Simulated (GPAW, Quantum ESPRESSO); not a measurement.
Consider Sb (Antimony, Pm-3m).

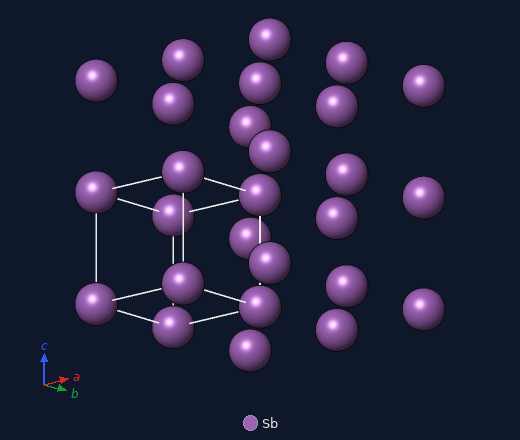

The structure (antimony purple). 2×2×2 cells are drawn. Some periodic images of atoms are drawn too.

```
Sb
1.0
     3.16000    0.00000    0.00000
     0.00000    3.16000    0.00000
     0.00000    0.00000    3.16000
Sb
1
Cartesian
  0.0000 0.0000 0.0000
```

Absorber: atom 1, with 6 Sb at 3.16 Å (octahedral, site symmetry m-3m). Method: Quantum ESPRESSO XSpectra, LDA, excited-electron core hole (neutral cell), 9-atom cell with 7.1 Å between holes, 4×4×4 k points, dipole transitions, Lorentzian half width 4.58 eV (not a setting of the program: the run's 0.4 eV curve was folded afterwards with a further Lorentzian).

This is not the structure that Sb takes at ambient pressure and room temperature (space group No. 166); it is a model or a phase of other conditions.

Where do the maxima of the Sb K edge fall?

Main maxima up to 30 eV above the zero (height): 3.3 eV (1.14) and 21.5 eV (1.04). A K edge sees empty p states on the absorber. 

The Sb K spectrum (energy from the energy zero of the input (xe0, at the border of filled and empty states); intensity scaled to a mean of 1 over the first 20 eV; folded afterwards to Lorentzian half width 4.58 eV; the points at xe0, where the cut of filled states can leave a spike, are interpolated):

| E (eV) | intensity |
| --- | --- |
| -2.0 | 0.65 |
| -0.5 | 0.84 |
| 1.0 | 1.02 |
| 2.5 | 1.12 |
| 4.0 | 1.13 |
| 5.5 | 1.07 |
| 7.0 | 0.99 |
| 8.5 | 0.95 |
| 10.0 | 0.93 |
| 11.5 | 0.93 |
| 13.0 | 0.94 |
| 14.5 | 0.95 |
| 16.0 | 0.97 |
| 17.5 | 1.00 |
| 19.0 | 1.02 |
| 20.5 | 1.04 |
| 22.0 | 1.04 |
| 23.5 | 1.03 |
| 25.0 | 1.00 |
| 26.5 | 0.97 |
| 28.0 | 0.95 |
| 29.5 | 0.93 |
| 31.0 | 0.92 |

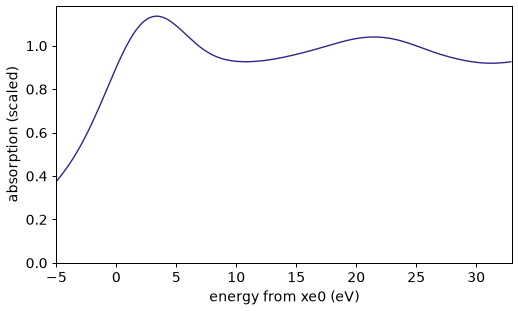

The Sb K edge.

The structure is a published determination, not relaxed.

[Banner, clock and machine lines of the logs are left out without a mark of their own.]

[Logs are printed without paths, hosts, clocks, repeated set-up lines and the standing remarks that a program may print on its own settings, such as how far it seeks lower states.]

[Hosts, paths, dates, database ids (printed as entryN), source tags and the programs' standing remarks are cut or masked in the printed files.]

[Lists of maxima count a maximum above −3 eV only where it reaches 4 % of the highest in the window and stands out from its surroundings by 2 % of it (1.5 % where it reaches 55 %); shoulders and weaker maxima are passed over, and of the rest the first, up to two pre-edge ones and the few strongest are named.]
